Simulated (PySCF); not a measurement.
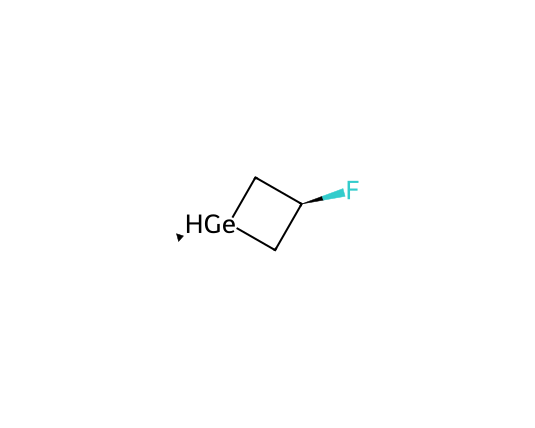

Source: calculation with PySCF.

2D structure.

Give its SMILES.

[CH3][Ge@H]1[CH2][C@@H](F)[CH2]1

What is the molecular formula?

C4H9FGe.

An optimisation with PBE0-D3(BJ)/def2-SVP gave a structure of which point group?

Cs.
